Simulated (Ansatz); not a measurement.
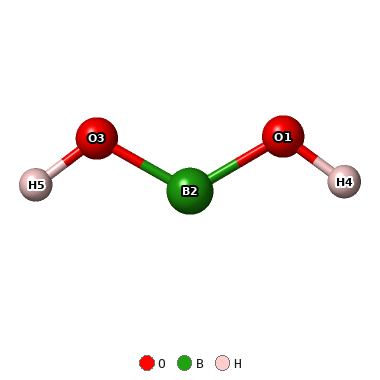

The system is BH₂O₂, SMILES O[B]O, spin multiplicity 2; the picture shows the reference structure. The first coordinate is: angle O1–B2–O3; the second: angle H5–O3–B2. Nothing is relaxed (all other coordinates rigid). Grid: 11 × 11 points. Points are written as (first, second). Energies: kJ/mol, counted from the lowest grid point. The calculation used UKS r2SCAN-D4/def2-TZVP in Ansatz.

Its coordinates:

```csv
atom,x (Å),y (Å),z (Å)
O,-1.1284,-0.3575,-0.3124
B,0.0815,0.2343,-0.1810
O,0.9798,-0.2588,0.7028
H,-1.6868,0.0725,-0.9659
H,1.8038,0.2359,0.7150
```

Range: angle O1–B2–O3 from 74.8 to 164.8°; angle H5–O3–B2 from 68 to 158°.

> What will the energy surface look like?

The lowest grid point is at (119.8°, 113°). No other kind of well shows on this grid. The highest grid point, (74.8°, 68°), lies 612 kJ/mol above the lowest. Round the minimum the two coordinates are weakly coupled (coupling 0.14 in units of the two stiffnesses).

| angle H5–O3–B2 ↓, angle O1–B2–O3 → | 74.8 | 83.8 | 92.8 | 101.8 | 110.8 | 119.8 | 128.8 | 137.8 | 146.8 | 155.8 | 164.8 |
| --- | --- | --- | --- | --- | --- | --- | --- | --- | --- | --- | --- |
| 158 | 484 | 275 | 156 | 90 | 58 | 49 | 57 | 78 | 110 | 152 | 201 |
| 149 | 459 | 254 | 138 | 75 | 44 | 37 | 45 | 68 | 101 | 144 | 194 |
| 140 | 437 | 235 | 122 | 60 | 31 | 24 | 33 | 55 | 89 | 132 | 183 |
| 131 | 420 | 221 | 109 | 48 | 19 | 12 | 21 | 43 | 77 | 119 | 170 |
| 122 | 411 | 213 | 102 | 40 | 11 | 3 | 12 | 33 | 66 | 108 | 158 |
| 113 | 413 | 215 | 102 | 40 | 9 | 0 | 7 | 28 | 59 | 100 | 149 |
| 104 | 426 | 226 | 111 | 47 | 14 | 4 | 9 | 28 | 58 | 97 | 145 |
| 95 | 453 | 249 | 131 | 64 | 29 | 16 | 19 | 36 | 64 | 101 | 147 |
| 86 | 493 | 284 | 162 | 91 | 53 | 37 | 38 | 52 | 78 | 112 | 155 |
| 77 | 545 | 331 | 204 | 129 | 88 | 69 | 67 | 78 | 100 | 132 | 172 |
| 68 | 612 | 392 | 260 | 182 | 137 | 115 | 109 | 117 | 136 | 164 | 201 |

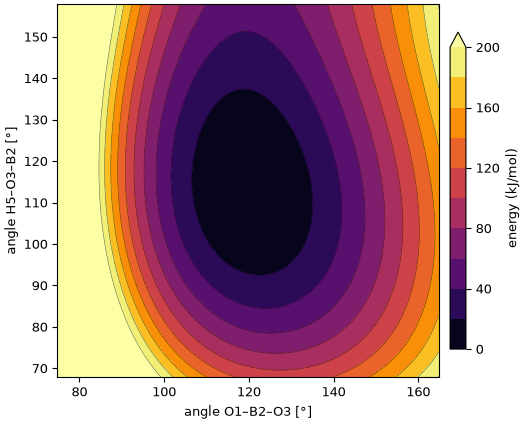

Drawn: filled contours, one colour for all values above the top of the scale. Between grid points the surface is interpolated.

Each point was launched as `ansatz run input.yaml --threads 1 --pin off --max-ram 2560MiB --backend cpu --events-out ev --progress --plain --runs-dir out`. Time for the 121 points that were run: 11 min on 1 thread of Arm Neoverse V2, on a shared host.
